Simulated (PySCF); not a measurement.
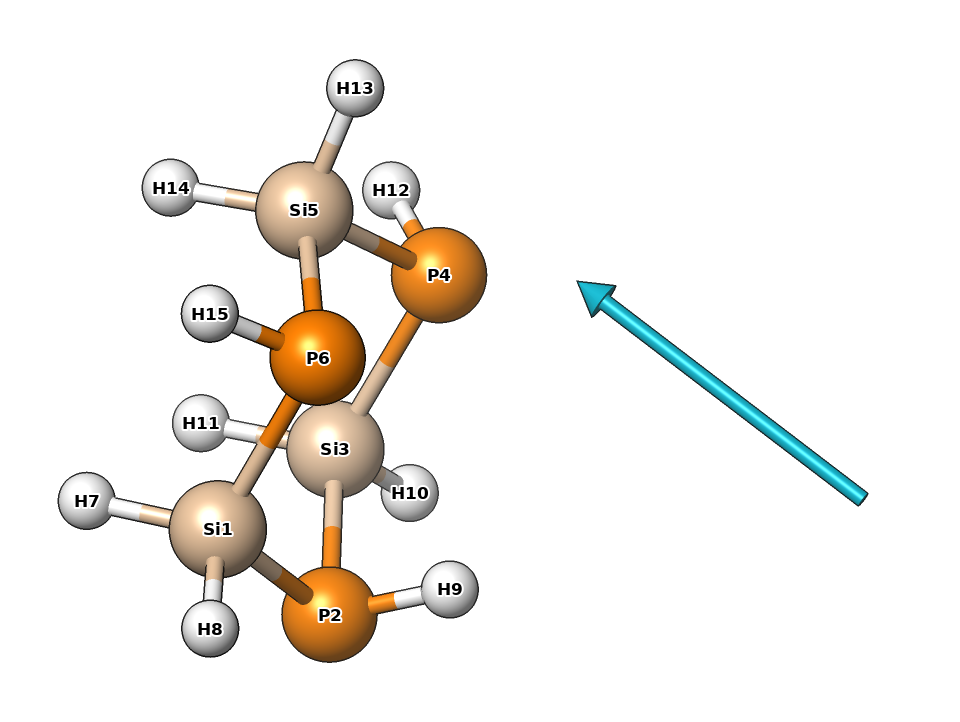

The arrow beside the molecule shows the direction of the dipole moment, from the negative to the positive end (its length means nothing). Computed geometry: GFN2-xTB optimisation. No frequency run is at hand to confirm it as a minimum. Properties computed with PBE0/pcSseg-1, gas phase (PySCF 2.14.0).

> How large is the dipole moment?

1.82 D; it points from the side of H9 to the side of H14 (the outermost atoms at the two ends).

The geometry is semi-empirical. Around P, Si such bond lengths and angles can be off by a tenth of an ångström or more and by several degrees, and values that hang on the shape move with them.
